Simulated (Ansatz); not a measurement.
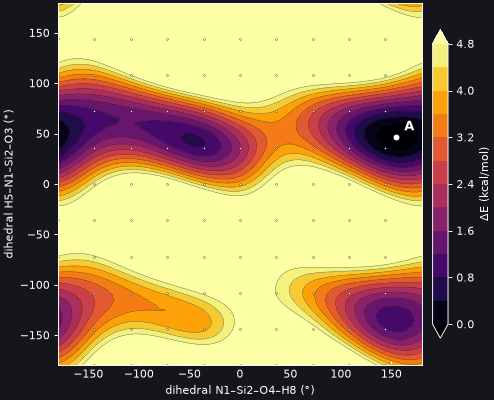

H4NO2Si, SMILES N[Si](O)O, spin multiplicity 2. 
- The first coordinate is: dihedral N1–Si2–O4–H8; the second: dihedral H5–N1–Si2–O3.
- Nothing is relaxed (all other coordinates rigid).
- Grid: 10 × 10 points.
- Points are written as (first, second).
- Energies: kcal/mol, counted from the lowest grid point.
- Method: Ansatz 0.2.0, UKS PBE-D4/def2-TZVP.

Drawn: filled contours, dots at the grid points, one colour for all values above the top of the scale, the well A. Between grid points the surface is interpolated.

> Where is the minimum, and how stiff is the well along each coordinate? Take the well at A.

The interpolated minimum is at dihedral N1–Si2–O4–H8 ≈ 155°, dihedral H5–N1–Si2–O3 ≈ 46°. The curvatures there are about 0.19 eV/rad² and 0.5 eV/rad², with a cross term of about 0.01 eV/rad². Round the minimum the two coordinates are nearly uncoupled. (1 eV is 23.1 kcal/mol.)
